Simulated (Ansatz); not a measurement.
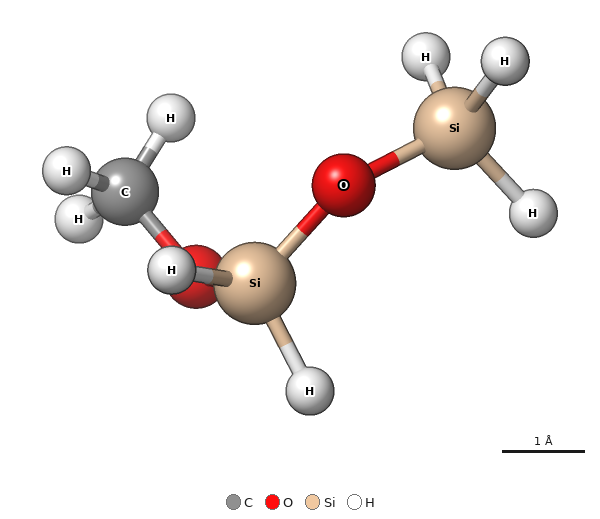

Fig. 1: The structure as given in the input (ball-and-stick view, seen at a tilt).

Single-point calculation of CH$_{8}$O$_{2}$Si$_{2}$

The run: single-point calculation of CH$_{8}$O$_{2}$Si$_{2}$, SMILES CO[SiH2]O[SiH3]. Method and program: RKS BHLYP-D4/def2-TZVPP (Ansatz 0.2.0).

The geometry comes from this level: PBE0-D4/def2-TZVP.

### What the program printed
```
Functional definition: BHLYP
  name "BHLYP"
  cite "Becke, J. Chem. Phys. 98, 1372 (1993) doi:10.1063/1.464304"
  cite "Becke, Phys. Rev. A 38, 3098 (1988) doi:10.1103/PhysRevA.38.3098"
  cite "Lee, Yang & Parr, Phys. Rev. B 37, 785 (1988) doi:10.1103/PhysRevB.37.785"
  parameter a = 0.5
  exchange = (1 - a)*b88_x + a*exact_x
  correlation = lyp_c
1667 factors; their error is unknown
mean field evaluation 1: about -21013.8730 eV, gradient 6.2e1 eV
mean field evaluation 2: about -21011.2221 eV, gradient 7.3e1 eV
mean field evaluation 4: about -21020.1504 eV, gradient 2.3e0 eV
mean field evaluation 8: about -21020.1602 eV, gradient 2.8e-2 eV
mean field evaluation 16: about -21020.2755 eV, gradient 2.0e-5 eV
mean field -21020.27553195 eV, -772.4808777446 hartree, gradient 2.0e-5 eV, S^2 0.000000; 0 other end points of the search recorded, 0 dependent functions left out
reference -21020.27574719 eV, -772.4808856545 hartree; 29, 29 occupied and 260, 260 virtual orbitals, 1667 factors
Total energy: -21020.61494200 eV, -772.4933508339 hartree
```

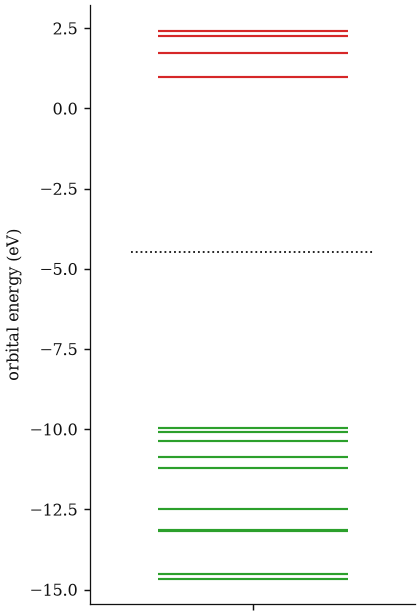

Fig. 2: Orbital energies near the frontier; the dotted line parts filled from empty levels, and levels within 0.02 eV of each other stand side by side. Highest filled −9.95 eV, lowest empty 0.97 eV, 10.92 eV apart.

This output came from the following input.

### Input file
```yaml
crystal:
  periodic: [false, false, false]
  atoms:
    - {symbol: C, position_ang: [-1.237520, -0.620946, 1.689762]}
    - {symbol: O, position_ang: [-0.202710, -1.235059, 0.954619]}
    - {symbol: Si, position_ang: [1.158365, -0.467104, 0.482799]}
    - {symbol: O, position_ang: [0.858125, 0.695779, -0.622385]}
    - {symbol: Si, position_ang: [0.200563, 0.997411, -2.090548]}
    - {symbol: H, position_ang: [-1.861221, -1.403403, 2.124850]}
    - {symbol: H, position_ang: [-0.842954, 0.001075, 2.501852]}
    - {symbol: H, position_ang: [-1.861460, 0.004036, 1.042925]}
    - {symbol: H, position_ang: [2.019592, -1.517200, -0.102536]}
    - {symbol: H, position_ang: [1.785290, 0.218705, 1.639770]}
    - {symbol: H, position_ang: [0.728550, 2.293936, -2.579750]}
    - {symbol: H, position_ang: [0.554714, -0.080176, -3.051444]}
    - {symbol: H, position_ang: [-1.278934, 1.078147, -1.975316]}
basis:
  gaussian: {orbitals: def2-TZVPP}
hamiltonian: {xc: {name: BHLYP}, dispersion: d4}
output: {orbitals: {seedname: orbitals}}
```

### Summary

```tsv
quantity	value
outcome	converged
total energy	−21020.6149 eV
mean-field energy	−21020.2757 eV
dispersion energy	−0.3392 eV
SCF solution under orbital rotations	stable
HOMO	−9.95 eV
LUMO	0.97 eV
hardware	4 CPU threads, shared host
wall time	4 s (CPU time 14 s)
peak memory	0.87 GiB
```
